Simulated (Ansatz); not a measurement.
# BF$_{2}$H$_{3}$Si (SMILES FB[SiH2]F): what the fields show

```xyz
7

F    -1.7320    1.0446   -0.7068
B    -0.3667    0.9638   -0.6388
Si    0.3869   -0.5870    0.4333
F     2.0960   -0.5194    0.4017
H     0.2602    1.8008   -1.2081
H    -0.0512   -0.5168    1.8708
H    -0.0337   -1.9075   -0.1521
```

Theory: Ansatz, RKS B3LYP-D4/6-31G.

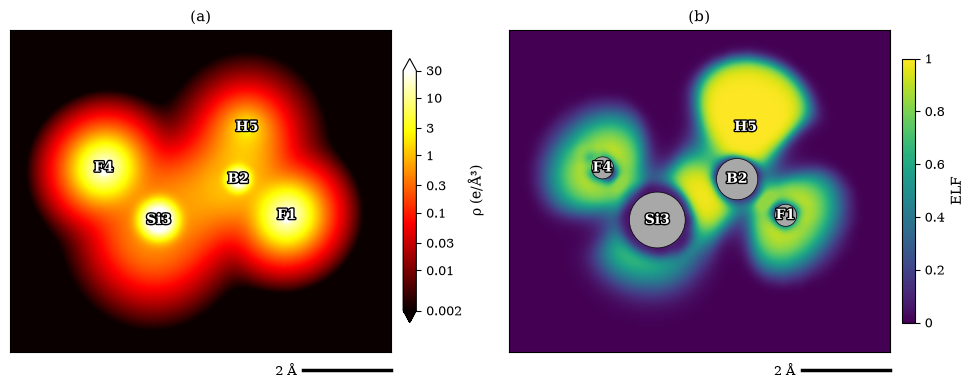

Figure 1. (a) total electron density; (b) electron localisation function on the plane of atoms B2, Si3 and F4. Grey discs cover the atomic cores in the ELF map.

Q: What does the map show?

A:
- The section cuts through F, B, Si and H sites.
- B–F (1.37 Å): the density is about 1.7 e/Å³ at the midpoint; the ELF peaks at about 0.85 between the atoms; a polar covalent bond.
- Si–F (1.71 Å): ρ at the midpoint is about 0.74 e/Å³; the ELF peaks at about 0.85 in the valence shell of F, 0.6 Å from its nucleus, and is about 0.40 at the midpoint.
- Si–B (2.03 Å): ρ at the midpoint is about 0.72 e/Å³; the ELF peaks at about 1 between the atoms: localised, covalent bonding.
- B–H (1.19 Å): ρ at the midpoint is about 1.2 e/Å³; the ELF climbs to about 1 towards the hydrogen, as it does in any bond to H (a covalent bond by its length).
- The ELF also peaks beside F1 and F4, away from the bonds: lone-pair regions.

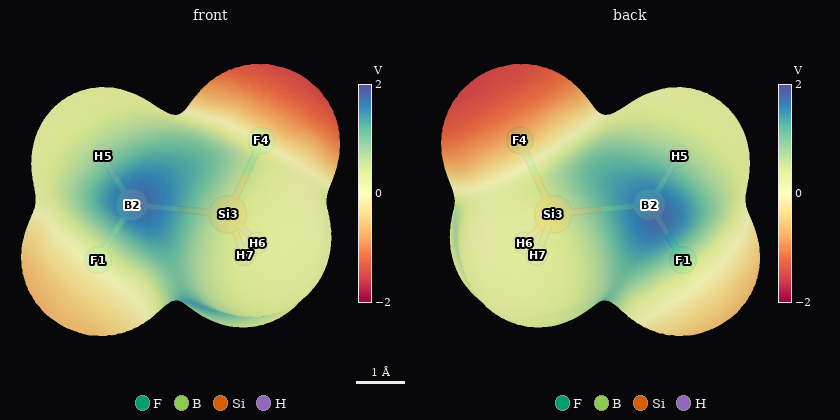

Figure 2. The molecular electrostatic potential painted on the density surface at 0.001 e/bohr³, seen from the front and from behind; the colour scale runs from red (negative) to blue (positive).

Q: Which sites attract a positive test charge, and which a negative one?

A: A positive charge is drawn to the negative regions and a negative charge to the positive ones. The most negative region (about −1.5 V, or −35 kcal/mol for a unit charge) lies over F4, the most positive (about +1.8 V, or +42 kcal/mol for a unit charge) over B2.

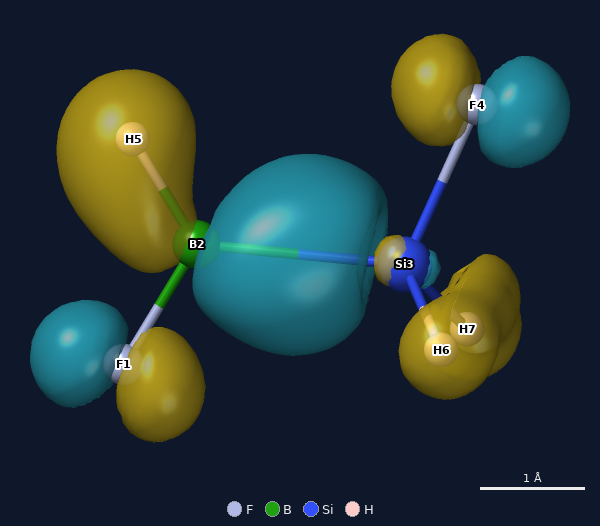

Figure 3. The HOMO at ±0.15 Å⁻³ᐟ² (yellow and cyan are the two phases), seen across its widest extent.

Q: What is the character of this orbital?

A: By Hirshfeld shares it lies mainly on B2 (about 25 %), Si3 (about 25 %), F1 (about 15 %), F4 (about 15 %) and H5 (about 10 %). Its energy is −8.34 eV.
